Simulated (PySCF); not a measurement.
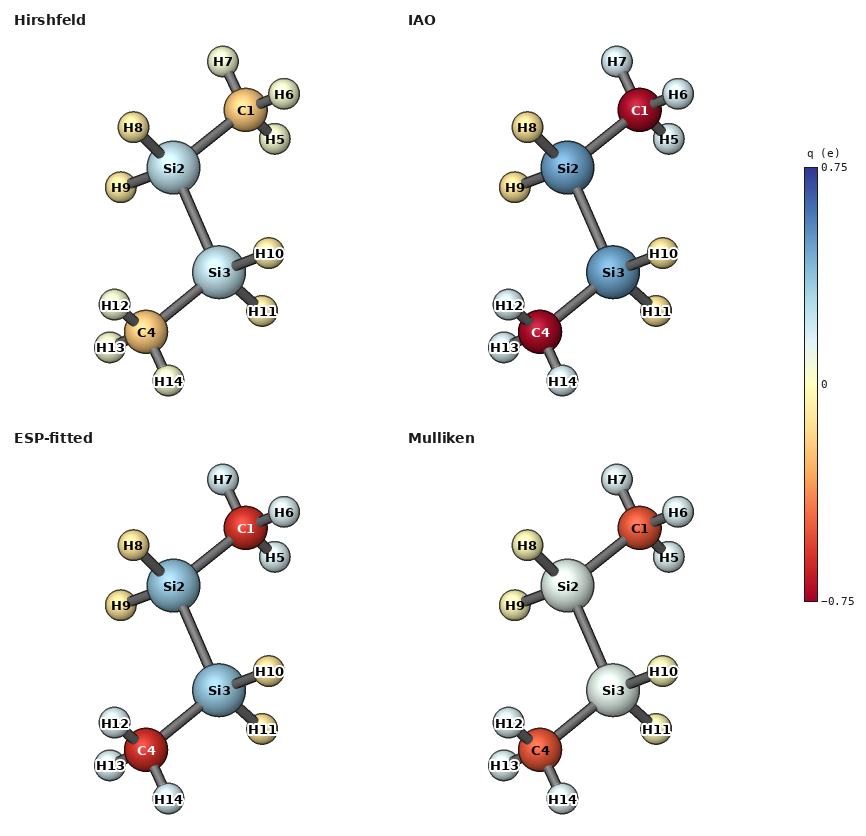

Atomic charges of one calculation by 4 schemes, on one colour scale. The computed structure is the end point of a PBE0-D3(BJ)/def2-SVP optimisation. No frequency run is at hand to confirm it as a minimum. Level of theory: PBE0/def2-TZVP (PySCF 2.14.0).

> On which atom do the schemes disagree most?

On C1 (from −0.71 to −0.21 e); C4 (from −0.71 to −0.21 e).

List the charges (e), one line for each set of equivalent atoms. Atoms whose distances differ by more than 0.02 Å in this geometry are listed apart.

| atom | Hirshfeld | IAO | ESP-fitted | Mulliken |
| --- | --- | --- | --- | --- |
| C1, C4 | −0.21 | −0.71 | −0.59 | −0.50 |
| Si2, Si3 | 0.23 | 0.47 | 0.36 | 0.12 |
| H5, H13 | 0.05 | 0.16 | 0.14 | 0.14 |
| H6 | 0.05 | 0.16 | 0.14 | 0.14 |
| H7, H14 | 0.05 | 0.16 | 0.17 | 0.14 |
| H8, H10 | −0.08 | −0.12 | −0.12 | −0.03 |
| H9 | −0.08 | −0.12 | −0.12 | −0.03 |
| H11 | −0.08 | −0.12 | −0.12 | −0.03 |
| H12 | 0.05 | 0.16 | 0.15 | 0.14 |
